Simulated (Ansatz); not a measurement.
Base system: CdTe in the zinc blende structure (space group F-43m, No. 216; a = 6.489 Å). Axes: x, y, z lie along the cube axes.

Modification: the cell is compressed by 0.50 % along z with no lateral relaxation, atoms relaxed at fixed cell.

The values are results of PBEsol, PAW, 420 eV (Ansatz, a first-principles code; spin-orbit coupling left out), not measurements.

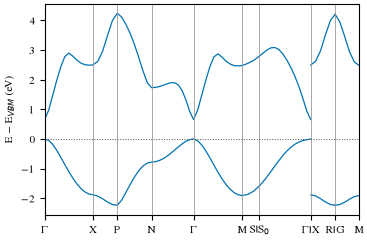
Highest valence and lowest conduction band along the path of the changed cell's own zone

The gap is 0.65 eV, direct at Γ; the base has 0.65 eV.

With Te present, leaving out spin-orbit coupling can change the band edges. The cells carry an imposed strain or load. Stability against distortions was not tested. Labels are those of the standard path for the cell's own space group.
